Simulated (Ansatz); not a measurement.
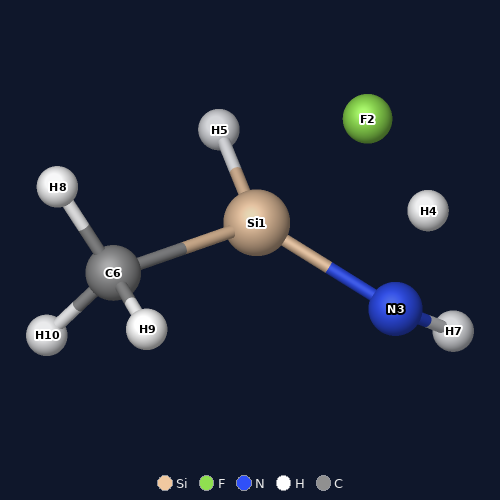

The system is the reacting system CH6FNSi (fragments CH₆FNSi where the first distance is long, CH₅NSi + FH where the second is long); the picture shows the reference structure. 
- The first coordinate is: distance F2–H4 (bond that forms); the second: distance N3–H4 (bond that breaks).
- Relaxed at each point: all other coordinates.
- The scan uses an 11 × 11 grid.
- Points are written as (first, second).
- Energies are in kcal/mol, from a guessed transition structure relaxed with its forming and breaking bonds held.
- Energies and slopes of some neighbouring points disagree (a jump in structure or state, or too coarse a mesh). The reference is spin-restricted, so regions where a bond is pulled apart into radicals lie too high.
- These are results of Ansatz, RHF/def2-SVP, not measurements.

Its coordinates:

```xyz
10

Si   -0.1401    0.5297   -0.0151
F     1.7817    0.4414   -0.5636
N    -0.2918    0.3285   -1.6461
H     1.0394    0.3715   -1.5144
H    -0.3083    1.8315    0.6536
C    -0.2993   -0.8864    1.1672
H    -0.7567    0.9138   -2.3094
H     0.3313   -0.7394    2.0462
H    -0.0202   -1.8191    0.6763
H    -1.3360   -0.9714    1.5055
```

Range: distance F2–H4 (bond that forms) from 0.819 to 2.019 Å; distance N3–H4 (bond that breaks) from 0.918 to 2.418 Å.

**Predict the map.**

The lowest grid point is at (2.019 Å, 1.002 Å), −73 kcal/mol from a guessed transition structure relaxed with its forming and breaking bonds held. It lies at the edge of the scanned range, so the true minimum may lie outside. Other grid points that lie below all their neighbours: (0.886 Å, 1.878 Å) (71 kcal/mol higher). The highest grid point, (0.819 Å, 0.918 Å), lies 226 kcal/mol above the lowest.

```tsv
second ↓, first →	0.819	0.886	0.979	1.085	1.201	1.324	1.453	1.587	1.727	1.871	2.019
2.418	9	2	5	18	39	58	72	80	82	81	79
2.233	8	1	3	16	36	52	63	68	68	67	65
2.053	7	−1	1	13	31	43	51	53	52	50	48
1.878	7	−2	−1	15	25	33	36	37	35	32	30
1.710	8	−1	−2	11	17	20	20	19	16	13	10
1.549	12	1	8	7	7	6	3	−1	−5	−8	−11
1.395	21	22	9	2	−3	−8	−14	−20	−25	−29	−33
1.251	38	33	14	1	−11	−21	−30	−37	−44	−49	−53
1.119	66	52	25	4	−13	−28	−40	−50	−57	−63	−68
1.002	107	84	47	17	−7	−26	−41	−53	−62	−68	−73
0.918	153	120	75	37	8	−15	−32	−45	−55	−62	−68
```

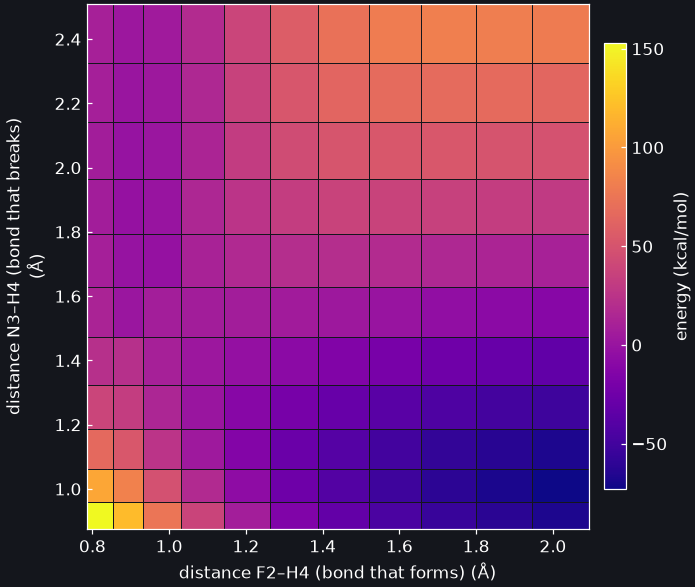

The picture shows one coloured cell a grid point.

Time for the 121 points that were run: 28 min on 1 thread of Intel(R) Xeon(R) Platinum 8488C (Sapphire Rapids), with other jobs on the host.
